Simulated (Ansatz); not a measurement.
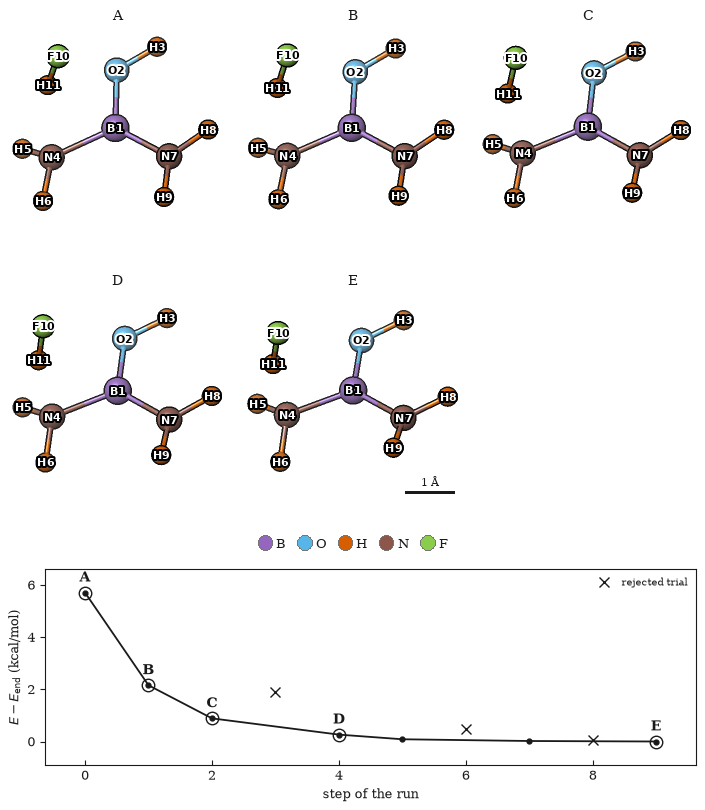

Frames of a relaxation of BN$_{2}$H$_{6}$OF, marked on the history of the run. Style: ball-and-stick. Shown at a tilt.

The run prepares an end point of a later path (reaction) calculation, from a guessed geometry.

The calculation used RKS PBE-D4/def2-SVP in Ansatz.

Input
```yaml
crystal:
  periodic: [false, false, false]
  atoms:
    - { symbol: B, position_ang: [-0.134264, -0.199118, 0.015884] }
    - { symbol: O, position_ang: [-0.05045, -0.641248, 1.333421] }
    - { symbol: H, position_ang: [-0.921189, -0.784267, 1.73842] }
    - { symbol: "N", position_ang: [1.155268, 0.214059, -0.506046] }
    - { symbol: H, position_ang: [1.987868, -0.243997, -0.131368] }
    - { symbol: H, position_ang: [1.274673, 0.520287, -1.470554] }
    - { symbol: "N", position_ang: [-1.326622, -0.134503, -0.756642] }
    - { symbol: H, position_ang: [-2.246001, -0.102604, -0.317936] }
    - { symbol: H, position_ang: [-1.333752, 0.269958, -1.691809] }
    - { symbol: F, position_ang: [0.136017, 2.039193, 1.167657] }
    - { symbol: H, position_ang: [0.672051, 1.38444, 0.747071] }
basis:
  gaussian: { orbitals: def2-SVP }
hamiltonian:
  xc: pbe
  dispersion: d4
relax:
  f_tol: 0.03
  max_steps: 50
output:
  orbitals: {}
```

Command:
```bash
ansatz run input.yaml --threads 2 --pin off --max-ram 3072MiB --backend cpu --events-out ev --progress --plain --runs-dir out
```

Question: What happens along the run?

Answer: After 6 accepted moves (9 points after the start) the energy has fallen by 5.70 kcal/mol. The largest force component goes from 0.82 to 0.022 eV/Å. The line search rejected the trial steps at points 3, 6, 8 of the run. The atom that moves furthest after the best rigid fit is F10 (0.52 Å). Largest moves by element: F 0.52 Å, H 0.48 Å, O 0.36 Å, N 0.15 Å, B 0.12 Å. Near-neighbour distances that change, for instance: F10–H11 0.945 → 0.970 Å, B1–N4 1.451 → 1.463 Å, B1–O2 1.392 → 1.380 Å. Bond angles that change, for instance: B1–N4–H6 122.0° → 118.4°, O2–B1–N4 112.2° → 115.0°, B1–N4–H5 117.7° → 115.2°. From step 0 to 1: H11 moves most (0.20 Å), energy −3.55 kcal/mol. From step 1 to 2: H11 moves most (0.19 Å), energy −1.27 kcal/mol. From step 2 to 4: F10 moves most (0.10 Å), energy −0.62 kcal/mol. From step 4 to 9: H9 moves most (0.21 Å), energy −0.26 kcal/mol.
